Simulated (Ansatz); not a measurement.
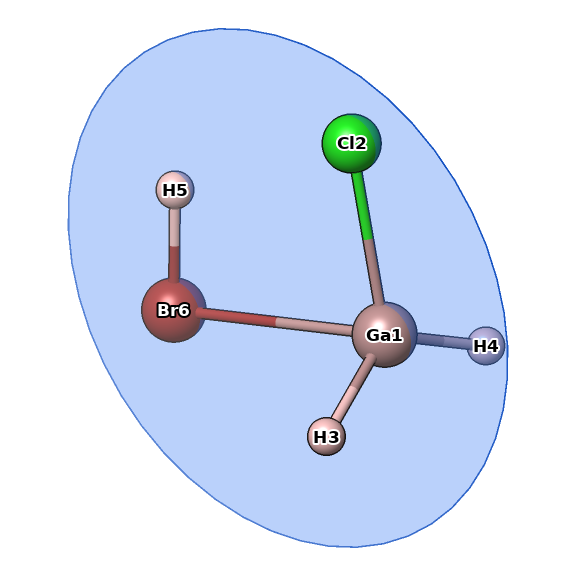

A disc through the centre of mass is drawn in. Atoms fade into the background with distance from the viewer. The computed structure is the end point of a PBE0-D4/def2-TZVP optimisation.

Is the plane of the disc a mirror plane of the structure?

Yes. The reflection leaves Ga1, Cl2, H5, Br6 in place and moves H3 ↔ H4. The point group is Cs.
